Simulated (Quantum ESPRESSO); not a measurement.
System: Pd₂SBr₂.

Input file:

```
&CONTROL
  calculation = 'scf'
  prefix = 'pwscf'
  outdir = './tmp'
  pseudo_dir = './pseudo'
  tprnfor = .true.
  tstress = .true.
  disk_io = 'low'
/
&SYSTEM
  ibrav = 0
  nat = 5
  ntyp = 3
  ecutwfc = 60
  ecutrho = 440
  nbnd = 38
  occupations = 'smearing'
  smearing = 'fd'
  degauss = 0.00367493
/
&ELECTRONS
  conv_thr = 1d-09
  electron_maxstep = 120
  mixing_beta = 0.5
/
ATOMIC_SPECIES
Pd   106.4200 Pd_ONCV_PBE-1.0.oncvpsp.upf
S     32.0600 s_pbe_v1.4.uspp.F.UPF
Br    79.9040 br_pbe_v1.4.uspp.F.UPF
CELL_PARAMETERS angstrom
  -2.2759644800    2.2759644800    5.7944884300
   2.2759644800   -2.2759644800    5.7944884300
   2.2759644800    2.2759644800   -5.7944884300
ATOMIC_POSITIONS crystal
Pd     0.7500000000    0.2500000000    0.5000000000
Pd     0.2500000000    0.7500000000    0.5000000000
S      0.0000000000    0.0000000000    0.0000000000
Br     0.6364380100    0.6364380100    0.0000000000
Br     0.3635619900    0.3635619900    0.0000000000
K_POINTS automatic
8 8 8 0 0 0
```

Run with:

```sh
OMP_NUM_THREADS=1 pw.x -in pw.in > pw.out
OMP_NUM_THREADS=1 pp.x -in pp_density.in > pp_density.out
OMP_NUM_THREADS=1 pp.x -in pp_potential.in > pp_potential.out
```

Below, planes, directions and counts refer to the conventional cell (a = 4.55 Å, b = 4.55 Å, c = 11.59 Å, α = 90.00°, β = 90.00°, γ = 90.00°).

Space group I4/mmm; a generated structure, not necessarily the stable one; computed pressure about −2 GPa in this cell.

These are results of Kohn-Sham DFT of a periodic cell, PBE, SSSP 1.3 efficiency PBE (Quantum ESPRESSO), not measurements.

> Predict the valence pseudo-density between the atoms.

Pd–Br (2.63 Å): ρ at the midpoint is about 0.38 e/Å³.
Pd–S (3.68 Å): ρ is about 0.06 e/Å³ halfway.

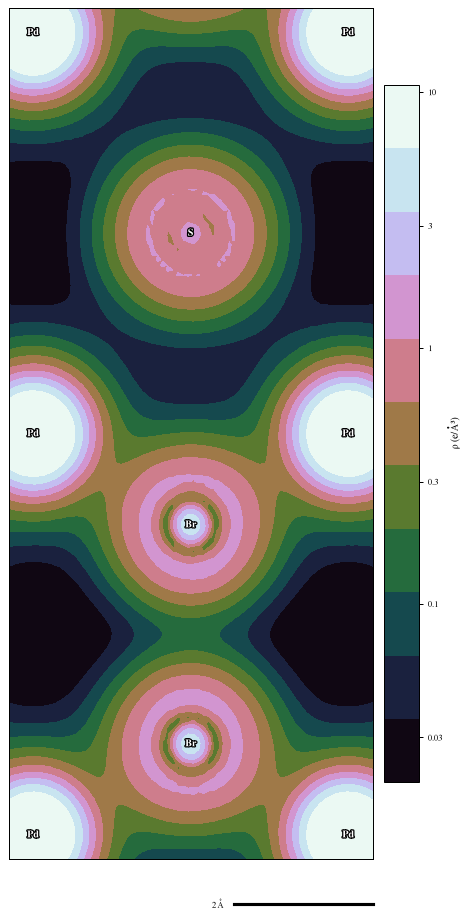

Computed valence pseudo-density on the (100) plane of the conventional cell. 
